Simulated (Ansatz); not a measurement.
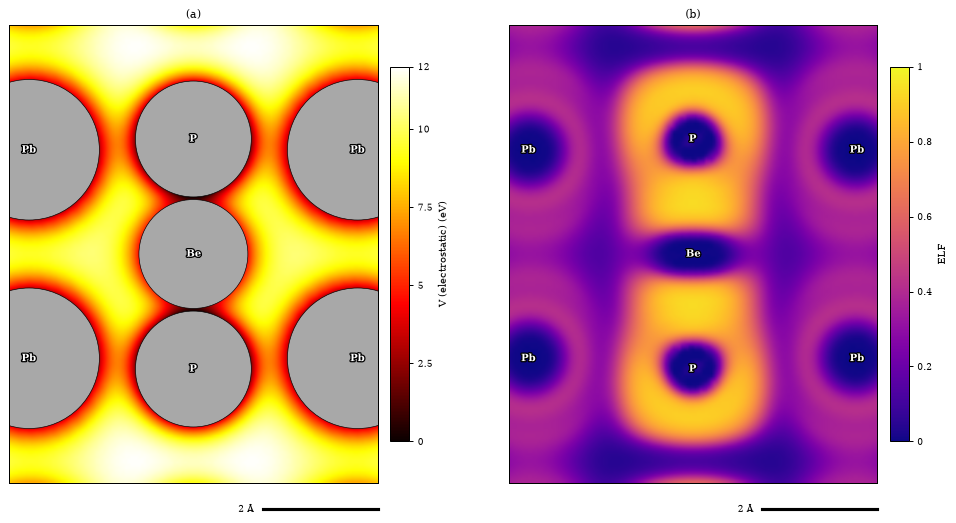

*BeP2Pb2. (a) electrostatic potential (local pseudopotential plus Hartree) felt by an electron; (b) electron localisation function on the (010) plane of the conventional cell. Grey discs cover the atomic cores in the potential map.*

Space group I4/mmm; a structure from a database of computed crystals, not necessarily the ambient phase; started from the CaSi2Ni2-139 prototype, which need not be the ambient phase.

Method: Ansatz 0.2.0, DFT, r2SCAN+rVV10, plane waves, PAW.

Core electrons are frozen (PAW), and the valence fields are smoothed inside the atomic spheres.

```cif
data_structure
_symmetry_space_group_name_H-M 'P 1'
_symmetry_Int_Tables_number 1
_cell_length_a 5.7191
_cell_length_b 5.7191
_cell_length_c 7.2588
_cell_angle_alpha 90.000
_cell_angle_beta 90.000
_cell_angle_gamma 90.000
_cell_volume 237.42
loop_
_atom_site_label
_atom_site_type_symbol
_atom_site_fract_x
_atom_site_fract_y
_atom_site_fract_z
_atom_site_occupancy
Be1 Be 0.00000 0.00000 0.00000 1
Be2 Be 0.50000 0.50000 0.50000 1
P1 P 0.00000 0.00000 0.72421 1
P2 P 0.50000 0.50000 0.22421 1
P3 P 0.00000 0.00000 0.27579 1
P4 P 0.50000 0.50000 0.77579 1
Pb1 Pb 0.00000 0.50000 0.25000 1
Pb2 Pb 0.50000 0.00000 0.75000 1
Pb3 Pb 0.50000 0.00000 0.25000 1
Pb4 Pb 0.00000 0.50000 0.75000 1
```

Question: Interpret the plot.

Answer:
- The section cuts through Be, P and Pb sites.
- Be–P (2.00 Å): the ELF peaks at about 0.95 between the atoms.
- P–Pb (2.87 Å): the ELF peaks at about 0.80 in the valence shell of P, 0.9 Å from its nucleus, and drops to about 0.30 between the two atoms.
- Outside the cores the potential energy rises away from the atoms and is highest about 1.9 Å from the nearest atoms; its zero is arbitrary.
